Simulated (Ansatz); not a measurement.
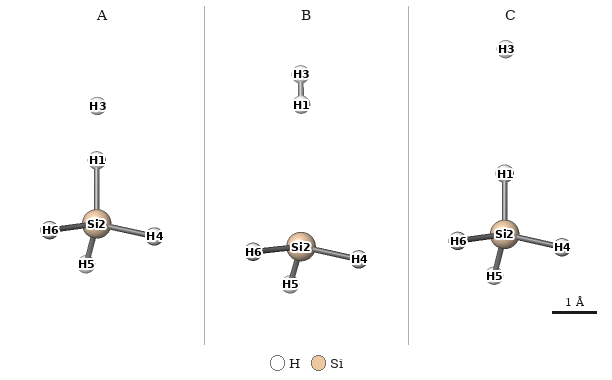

Three geometries of SiH$_{5}$ (multiplicity 2): a saddle point and the two relaxed ends that it joins, in shuffled order. The picture is a ball-and-stick view, seen from a free direction. Sticks join atoms that are closer than about 1.2 times the sum of their covalent radii (a little more with hydrogen).

Stationary points at PBE0-D4/def2-TZVP, single-point energies with wB97M-V, B2PLYP, PBE-QIDH, PBE-D4, RPA@PBE, BLYP-D4 (def2-TZVPP where no basis is named; Ansatz 0.2.0). The energies are electronic, without zero-point or thermal terms, and both ends are the relaxed geometries reached downhill from the saddle, with any fragments still in contact.

Identify the saddle point and describe the reaction.

Frame A is the saddle point. Counted by bonded pieces, C holds H + SiH₄ and B holds H₂ + SiH₃. From C over the saddle to B, a bond forms: H1–H3 (3.02 → 1.33 → 0.75 Å). A bond breaks: H1–Si2 (1.48 → 1.55 → 3.47 Å). The saddle has one imaginary mode, 694i cm⁻¹. The end B keeps a soft imaginary mode of 27i cm⁻¹, so it isn't quite a minimum. With wB97M-V the barrier is 4.8 kcal/mol from C and 16.3 kcal/mol from B, and B lies 11.5 kcal/mol below C. By Pauling bond orders of the changing bonds the saddle lies closer to C, the higher end, as Hammond's postulate suggests.

```csv
level,barrier from C (kcal/mol),barrier from B (kcal/mol),B less C (kcal/mol)
wB97M-V,4.8,16.3,−11.5
B2PLYP,3.4,16.6,−13.2
PBE-QIDH,4.7,16.0,−11.3
PBE-D4,0.6,14.4,−13.8
RPA@PBE,5.7,19.6,−13.9
BLYP-D4,−0.5,15.3,−15.9
```

Limits of the set-up: the start holds two separate molecules, 3.0 Å apart at their closest, whose relative position is a soft coordinate.
